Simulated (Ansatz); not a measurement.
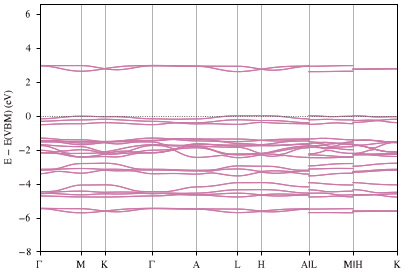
Figure: Band structure from the program Ansatz at the r²SCAN with spin–orbit coupling level (PAW)

Problem. Read off the gap and where the band edges lie.

Solution. About 2.6 eV (2.59 eV by a search for the band edges); maximum at H, minimum at L.

The material is K2PdF6 in space group P-3m1 (No. 164; K on 2d, Pd on 1a, F on 6i).

The workflow started from a Materials Project entry (that database holds measured and hypothetical structures alike); the Crystallography Open Database files this formula in space group No. 164, but the cells were not matched. Whether it is the stable phase at ambient conditions was not checked. Symmetry was held in the r²SCAN relaxation; whether a distortion lowers the energy is not shown. No spin polarisation was allowed.

Potentials: the later of the program's two PAW sets.
